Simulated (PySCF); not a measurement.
# C₂H₈O₂Si: geometry, spin-spin couplings

What spin-spin couplings should C₂H₈O₂Si (`CC[SiH](O)O`) show?

Programs: PySCF 2.14.0, with density-fitted response routines of our own. Each step states its level of theory. These are calculated values for one molecule in the gas phase, unless marked as measured. Atoms count from 0, in the outputs and in this text.

## 1. Starting geometry

13 atoms, charge 0, multiplicity 1; geometry from: GFN2-xTB. The atoms were then displaced at random by about 0.01 Å, so the start is not that level's minimum.

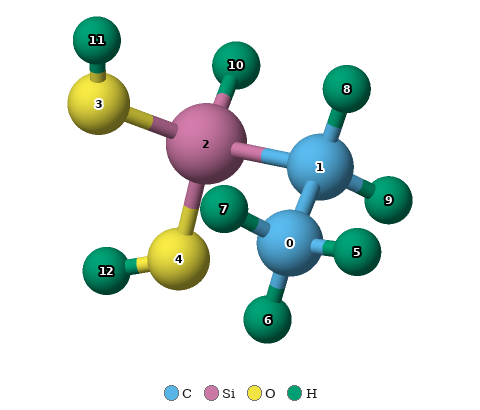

The starting geometry (carbon blue, silicon pink, oxygen yellow, hydrogen teal), atoms numbered.

## 2. Geometry optimisation at PBE0-D3(BJ)/def2-SVP

What the job is given:

```
{"job": {"xc": "PBE0", "basis": "def2-SVP", "d3": "d3bj", "grid": 1, "shake": 0.01, "kind": "geom"}, "charge": 0, "multiplicity": 1}
C      1.556200    -0.677630     0.073250
C      0.770180     0.589860    -0.379530
Si    -1.123220     0.450160    -0.144570
O     -1.486190     0.035170     1.386390
O     -1.620090    -0.769200    -1.086010
H      2.604070    -0.525250    -0.082060
H      1.216430    -1.517780    -0.502610
H      1.373960    -0.850300     1.118120
H      1.152160     1.465970     0.189150
H      0.990180     0.778690    -1.418540
H     -1.792460     1.697750    -0.476930
H     -1.221560     0.557780     2.135340
H     -2.413850    -1.252100    -0.822330
```

Launch:

```
> OMP_NUM_THREADS=1 python probes_run.py task.json out
```

This one command runs all jobs of the session in turn.

Log:

```text
step   0  E = -520.41674279  max force = 0.039160
step   1  E = -520.42320243  max force = 0.009578
step   2  E = -520.42353383  max force = 0.001659
step   3  E = -520.42359837  max force = 0.000957
step   4  E = -520.42365498  max force = 0.001068
step   5  E = -520.42372215  max force = 0.001676
step   6  E = -520.42381632  max force = 0.001811
step   7  E = -520.42392268  max force = 0.002119
step   8  E = -520.42398446  max force = 0.001548
step   9  E = -520.42403040  max force = 0.000774
step  10  E = -520.42405134  max force = 0.000518
step  11  E = -520.42406677  max force = 0.000847
step  12  E = -520.42408683  max force = 0.000882
step  13  E = -520.42410713  max force = 0.000692
step  14  E = -520.42412197  max force = 0.000390
optimisation converged
```

Run time: 68 s. Hardware: 1 thread of Arm Neoverse V1, shared host; peak memory 0.46 GiB.

Step by step:

| step | energy from step 0 (eV) | largest force component (eV/Å) |
| --- | --- | --- |
| 0 | 0.0000 | 2.0137 |
| 1 | -0.1758 | 0.4925 |
| 2 | -0.1848 | 0.0853 |
| 3 | -0.1865 | 0.0492 |
| 4 | -0.1881 | 0.0549 |
| 5 | -0.1899 | 0.0862 |
| 6 | -0.1925 | 0.0931 |
| 7 | -0.1954 | 0.1090 |
| 8 | -0.1971 | 0.0796 |
| 9 | -0.1983 | 0.0398 |
| 10 | -0.1989 | 0.0266 |
| 11 | -0.1993 | 0.0436 |
| 12 | -0.1998 | 0.0454 |
| 13 | -0.2004 | 0.0356 |
| 14 | -0.2008 | 0.0201 |

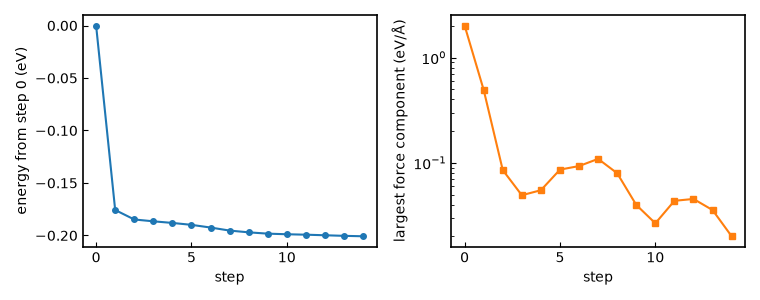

Energy and force, step by step.

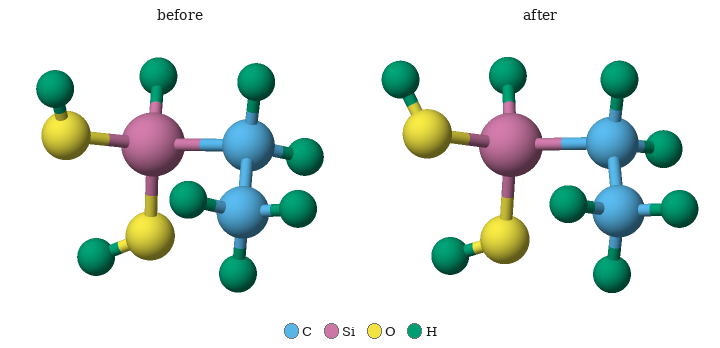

Before and after, at one scale.

Close pairs (by a distance rule), those that changed most:

| bond | before (Å) | after (Å) | change (Å) |
| --- | --- | --- | --- |
| C1–Si2 | 1.913 | 1.862 | -0.051 |
| Si2–H10 | 1.454 | 1.500 | +0.046 |
| Si2–O3 | 1.627 | 1.669 | +0.042 |
| Si2–O4 | 1.619 | 1.661 | +0.042 |
| C0–C1 | 1.559 | 1.526 | -0.032 |
| C0–H5 | 1.070 | 1.101 | +0.031 |
| C0–H6 | 1.074 | 1.101 | +0.027 |
| C0–H7 | 1.075 | 1.101 | +0.027 |

The final coordinates are the input of the step that follows.

| at the end point | value |
| --- | --- |
| point group (found at 0.08 Å tolerance) | C1 |
| rotational constants (GHz, main isotopes) | 5.110, 2.910, 2.431 |
| dipole moment (D) | 1.73 |

## 3. Indirect couplings: B3LYP/6-31G*

What the job is given:

```
{"job": {"kind": "j", "xc": "B3LYP", "basis": "6-31G*"}, "charge": 0, "multiplicity": 1}
C      1.611762    -0.601281    -0.139523
C      0.737178     0.618837    -0.416242
Si    -1.055486     0.364433     0.018109
O     -1.275569    -0.039021     1.623027
O     -1.570890    -0.923489    -0.894990
H      2.662559    -0.425268    -0.417705
H      1.255072    -1.475360    -0.705173
H      1.588038    -0.872032     0.927548
H      1.098258     1.500503     0.142975
H      0.781676     0.902184    -1.482982
H     -1.857654     1.601638    -0.256300
H     -1.597526     0.655046     2.203164
H     -2.398702    -1.329476    -0.622391
```

With the program's defaults for keys left out, this is: B3LYP/6-31G* indirect spin-spin coupling, non-relativistic, gas phase.

Log:

```text
coarse grid: 10928 points
cycle   1  E = -520.8843918777  dE =  4.398e-01  |g| = 1.062e+00  |ddm| = 3.047e+00
cycle   2  E = -520.5419599540  dE =  3.424e-01  |g| = 1.685e+00  |ddm| = 2.177e+00
cycle   3  E = -521.1029400086  dE = -5.610e-01  |g| = 1.055e-01  |ddm| = 1.494e+00
cycle   4  E = -521.1049027814  dE = -1.963e-03  |g| = 5.625e-02  |ddm| = 1.441e-01
cycle   5  E = -521.1057155876  dE = -8.128e-04  |g| = 6.529e-03  |ddm| = 5.508e-02
cycle   6  E = -521.1057272754  dE = -1.169e-05  |g| = 1.287e-03  |ddm| = 8.082e-03
cycle   7  E = -521.1057275495  dE = -2.741e-07  |g| = 6.644e-04  |ddm| = 1.509e-03
final grid: 99736 points
cycle   8  E = -521.0499248864  dE = -1.510e-05  |g| = 4.720e-03  |ddm| = 1.189e-02
cycle   9  E = -521.0499215976  dE =  3.289e-06  |g| = 5.988e-03  |ddm| = 9.870e-03
cycle  10  E = -521.0499308307  dE = -9.233e-06  |g| = 3.381e-04  |ddm| = 5.355e-03
cycle  11  E = -521.0499308513  dE = -2.054e-08  |g| = 1.755e-04  |ddm| = 4.246e-04
cycle  12  E = -521.0499308567  dE = -5.444e-09  |g| = 4.266e-05  |ddm| = 1.447e-04
cycle  13  E = -521.0499308571  dE = -3.876e-10  |g| = 9.686e-06  |ddm| = 4.488e-05
converged SCF energy = -521.0499308571

Indirect spin-spin couplings (Hz)
  i      j    bonds     total        FC       PSO       DSO        SD
  0 C    1 C    1     45.809    45.641    -0.022     0.190         -
  0 C    2 Si   2      3.624     3.486     0.077    -0.012     0.073
  0 C    3 O    3     -0.144    -0.155     0.010     0.000         -
  0 C    4 O    3     -0.212    -0.241     0.034    -0.005         -
  0 C    5 H    1    142.660   140.984     1.026     0.650         -
  0 C    6 H    1    144.005   142.367     0.935     0.703         -
  0 C    7 H    1    142.320   140.642     0.977     0.701         -
  0 C    8 H    2     -3.903    -3.997     0.264    -0.170         -
  0 C    9 H    2     -4.002    -4.097     0.261    -0.166         -
  0 C   10 H    3      2.501     2.764     0.144    -0.407         -
  0 C   12 H    4     -0.308    -0.156     0.225    -0.377         -
  1 C    2 Si   1    -82.247   -82.926     1.809    -0.122    -1.008
  1 C    3 O    2     -3.050    -3.198     0.128     0.019         -
  1 C    4 O    2     -7.460    -7.620     0.155     0.006         -
  1 C    5 H    2     -3.419    -3.464     0.213    -0.169         -
  1 C    6 H    2     -2.410    -2.528     0.216    -0.098         -
  1 C    7 H    2     -2.250    -2.357     0.212    -0.105         -
  1 C    8 H    1    136.162   133.868     1.345     0.949         -
  1 C    9 H    1    136.648   134.400     1.299     0.949         -
  1 C   10 H    2     18.422    18.708    -0.113    -0.174         -
  1 C   11 H    3      0.193     0.397     0.167    -0.371         -
  1 C   12 H    3      3.701     4.053     0.289    -0.640         -
  2 Si   3 O    1    -13.564    -8.848    -5.222     0.054     0.452
  2 Si   4 O    1    -15.842   -10.374    -5.865     0.055     0.343
  2 Si   5 H    3    -13.861   -13.876    -0.191     0.247    -0.042
  2 Si   6 H    3     -2.528    -2.710     0.171    -0.043     0.054
  2 Si   7 H    3     -2.327    -2.489     0.155    -0.045     0.052
  2 Si   8 H    2      4.436     4.423     0.164    -0.008    -0.143
  2 Si   9 H    2      5.491     5.524     0.130    -0.011    -0.153
  2 Si  10 H    1   -184.224  -184.438     1.046    -0.469    -0.363
  2 Si  11 H    2     -1.259    -2.412     0.843     0.422    -0.111
  2 Si  12 H    2      3.107     1.828     0.943     0.414    -0.078
  3 O    5 H    4      0.214     0.118    -0.044     0.140         -
  3 O    8 H    3      0.427     0.370     0.014     0.043         -
  3 O    9 H    3     -2.095    -2.379     0.013     0.271         -
  3 O   10 H    2     -3.717    -4.148     0.266     0.164         -
  3 O   11 H    1    -80.378   -67.816   -12.010    -0.552         -
  3 O   12 H    3      0.406     0.379     0.019     0.008         -
  4 O    5 H    4      0.307     0.225    -0.050     0.132         -
  4 O    8 H    3     -5.024    -5.252    -0.035     0.263         -
  4 O    9 H    3      0.385     0.419    -0.027    -0.007         -
  4 O   10 H    2     -4.093    -4.476     0.193     0.190         -
  4 O   11 H    3     -0.390    -0.706    -0.067     0.383         -
  4 O   12 H    1    -80.237   -67.943   -11.730    -0.564         -
  5 H    6 H    2    -15.029   -14.053     1.364    -2.341         -
  5 H    7 H    2    -14.990   -14.016     1.369    -2.343         -
  5 H    8 H    3      4.162     4.424     0.199    -0.461         -
  5 H    9 H    3      4.462     4.711     0.181    -0.430         -
  5 H   10 H    4      1.379     2.115     0.654    -1.391         -
  5 H   11 H    5     -0.656    -0.056     0.795    -1.395         -
  5 H   12 H    5     -0.675     0.021     0.975    -1.672         -
  6 H    7 H    2    -16.221   -15.362     1.241    -2.100         -
  6 H    8 H    3     14.657    15.673     1.598    -2.614         -
  6 H    9 H    3      2.815     2.998     0.178    -0.361         -
  6 H   10 H    4     -1.195    -0.133     0.511    -1.574         -
  6 H   11 H    5     -0.769    -0.005     0.937    -1.700         -
  6 H   12 H    5     -0.386    -0.023     0.689    -1.053         -
  7 H    8 H    3      2.905     3.092     0.180    -0.367         -
  7 H    9 H    3     14.855    15.871     1.599    -2.615         -
  7 H   10 H    4     -1.133    -0.094     0.497    -1.535         -
  7 H   11 H    5     -0.266     0.054     0.532    -0.851         -
  7 H   12 H    5     -0.505     0.037     0.621    -1.163         -
  8 H    9 H    2    -17.039   -16.654     1.252    -1.637         -
  8 H   10 H    3     -0.889    -0.665    -0.101    -0.123         -
  8 H   11 H    4     -0.237     0.019     0.109    -0.365         -
  8 H   12 H    4      1.139     2.380     1.158    -2.399         -
  9 H   10 H    3     -1.029    -0.781    -0.092    -0.156         -
  9 H   11 H    4     -1.168    -0.129     0.897    -1.936         -
  9 H   12 H    4     -1.142    -0.157     1.231    -2.216         -
 10 H   11 H    3     -0.372    -0.198    -0.341     0.166         -
 10 H   12 H    3     -2.065    -1.097     0.415    -1.383         -
 11 H   12 H    4     -1.111    -0.253     0.904    -1.763         -
```

Run time: 7.8 s. Hardware: 1 thread of Arm Neoverse V1, shared host; peak memory 0.5 GiB.

The basis is not made for couplings: without tight functions at the nuclei these values are rough.

A choice of the couplings up to four bonds, sorted by the number of bonds, with means over like pairs; isotopes 13C, 1H, 17O, 29Si:

| pair | bonds | J (Hz) | Fermi contact (Hz) | dihedral (°) |
| --- | --- | --- | --- | --- |
| Si2–H10 | 1 | -184.2 | -184.4 | – |
| C0–H5 | 1 | 143.0 | 141.3 | – |
| C1–H8 | 1 | 136.4 | 134.1 | – |
| C1–Si2 | 1 | -82.2 | -82.9 | – |
| O3–H11 | 1 | -80.3 | -67.9 | – |
| C0–C1 | 1 | 45.8 | 45.6 | – |
| Si2–O3 | 1 | -14.7 | -9.6 | – |
| C1–H10 | 2 | 18.4 | 18.7 | – |
| H8–H9 | 2 | -17.0 | -16.7 | – |
| H5–H6 | 2 | -15.4 | -14.5 | – |
| C1–O3 | 2 | -5.3 | -5.4 | – |
| Si2–H8 | 2 | 5.0 | 5.0 | – |
| C0–H8 | 2 | -4.0 | -4.0 | – |
| O3–H10 | 2 | -3.9 | -4.3 | – |
| C0–Si2 | 2 | 3.6 | 3.5 | – |
| C1–H5 | 2 | -2.7 | -2.8 | – |
| H5–H8 | 3 | 7.3 | 7.8 | – |
| Si2–H5 | 3 | -6.2 | -6.4 | – |
| O3–H9 | 3 | -3.6 | -3.8 | -179 |
| C0–H10 | 3 | 2.5 | 2.8 | 179 |
| C1–H11 | 3 | 1.9 | 2.2 | – |
| H10–H11 | 3 | -1.2 | -0.6 | – |
| H11–H12 | 4 | -1.1 | -0.3 | – |

The spin-dipole term was solved for some atoms only; pairs without it lack that part.

The response was solved for the nuclei of C, H, Si alone, so couplings that need other nuclei can be missing.

Quadrupole couplings from the field gradients of the same density:

| atom | isotope | eQq/h (MHz) | η |
| --- | --- | --- | --- |
| O3 | 17O | -8.498 | 0.50 |
| O4 | 17O | -8.362 | 0.55 |

## 4. Summary of results

| quantity | value |
| --- | --- |
| point group | C1 |
| rotational constants (main isotopes) | 5.11, 2.91, 2.43 GHz |
| largest coupling of the table (B3LYP/6-31G*) | ¹J(Si,H) Si2–H10, -184.2 Hz |

In words: The optimisation took 14 steps and gained 0.201 eV; among the close pairs (by a distance rule), C1–Si2 changed most, from 1.913 to 1.862 Å. No frequency check was run at this level, so the end point may be a saddle. In the run at B3LYP/6-31G*, the largest coupling of the table is Si2–H10, -184.2 Hz, of which the Fermi-contact term gives -184.4 Hz. Couplings across rotatable bonds belong to this one conformer; where others are populated, the observed values are averages. Couplings from bases without tight functions are rough.
